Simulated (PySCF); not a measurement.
# SiH3O (SMILES [O][SiH3]) at UB3LYP/STO-3G

Aim: the energy change on altering one bond length of SiH3O at UB3LYP/STO-3G, from 2 runs. The job is set up through a Python script.

The results are computed with PySCF 2.14.0.

15 further runs of the same task are left out: 6 that didn't finish, 9 set aside as unsound or not needed.

**1. Starting point**

The species is SiH3O (5 atoms), meant as a doublet with charge 0. SMILES: `[O][SiH3]`. The shape is that of a GFN2-xTB optimisation.

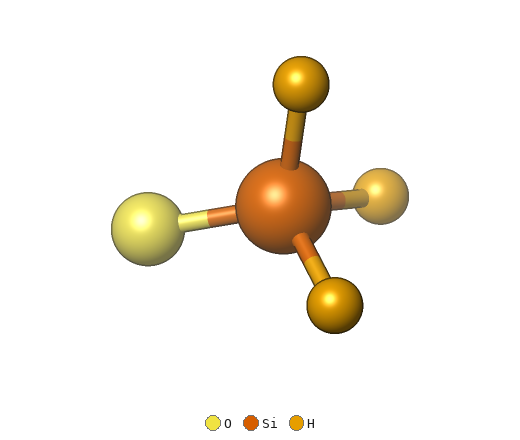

The structure, seen from a chosen angle (oxygen yellow, silicon orange, hydrogen amber).

**2. A single-point energy at UB3LYP/STO-3G**

File run.py:

```python
from pyscf import gto, dft

mol = gto.M(
    atom=[
    ('O', (-1.416610, 0.267850, 0.690210)),
    ('Si', (-0.065850, 0.007840, 0.019870)),
    ('H', (-0.120650, -0.242400, -1.447490)),
    ('H', (0.685890, -1.159260, 0.572930)),
    ('H', (0.917210, 1.125960, 0.164480)),
],
    basis='sto-3g',
    verbose=4,
    max_memory=1860,
    spin=1,
)

mf = dft.UKS(mol, xc='b3lyp')
mf.grids.level = 5
mf.conv_tol = 1e-10
mf.kernel()
if not mf.converged:
    mf = mf.newton().run(mf.mo_coeff, mf.mo_occ)

etot = mf.e_tot
print(f'total energy: {etot:.8f} hartree')
```

Run with:

```
$ OMP_NUM_THREADS=1 python run.py
```

The program printed:

```text
PySCF version 2.14.0

[... 54 lines left out ...]
WARN: HOMO -0.307778387895126 >= LUMO -0.307778387895127
[... 94 lines left out ...]
converged SCF energy = -362.013802565537  <S^2> = 0.75292599  2S+1 = 2.0029239
total energy: -362.01380257 hartree
```

Run time: 8.4 s. Hardware: 1 thread of Arm Neoverse V1, shared host; peak memory 0.19 GiB.

**3. The distorted shape, same level**

File input.py:

```python
from pyscf import gto, dft

mol = gto.M(
    atom=[
    ('O', (-1.613224, 0.044224, 0.661288)),
    ('Si', (-0.262464, -0.215786, -0.009052)),
    ('H', (-0.317264, -0.466026, -1.476412)),
    ('H', (0.489276, -1.382886, 0.544008)),
    ('H', (0.917210, 1.125960, 0.164480)),
],
    verbose=3,
    max_memory=1860,
    spin=1,
    basis='sto-3g',
    charge=0,
)

calc0 = dft.UKS(mol, xc='b3lyp')
calc0.grids.level = 5
calc0.conv_tol = 1e-10
calc0.kernel()
if not calc0.converged:
    calc0 = calc0.newton().run(calc0.mo_coeff, calc0.mo_occ)

etot = calc0.e_tot
print(f'total energy: {etot:.8f} hartree')
```

Run with:

```
$ OMP_NUM_THREADS=1 python input.py
```

The program printed:

```text
converged SCF energy = -361.981883690371  <S^2> = 0.76063505  2S+1 = 2.0106069
total energy: -361.98188369 hartree
```

It took 8.7 s on 1 thread of Arm Neoverse V1, shared host; peak memory 0.2 GiB.

**4. Outcome**

Level: UB3LYP/STO-3G.

```
                                                          quantity          value
                                         first shape: total energy  -362.01380 Eh
                                        first shape: dipole moment         0.51 D
                   first shape: HOMO energy (highest over α and β)       -4.30 eV
                    first shape: LUMO energy (lowest over α and β)       -0.75 eV
                                                 first shape: ⟨S²⟩          0.753
                                     distorted shape: total energy  -361.98188 Eh
                                    distorted shape: dipole moment         0.52 D
               distorted shape: HOMO energy (highest over α and β)       -4.28 eV
                distorted shape: LUMO energy (lowest over α and β)       -0.90 eV
                                             distorted shape: ⟨S²⟩          0.761
energy change with the Si2–H5 bond stretched from 1.496 to 1.795 Å       0.869 eV
```

**Reading.** With the Si2–H5 bond stretched from 1.496 to 1.795 Å the energy rises by 0.87 eV (83.8 kJ/mol). The first shape isn't relaxed at this level, so the change isn't measured from a minimum. The minimal basis adds a large error of its own. Mulliken charges (first shape) run from -0.30 on O1 to +0.69 on Si2. Mulliken charges (distorted shape) run from -0.30 on O1 to +0.68 on Si2.
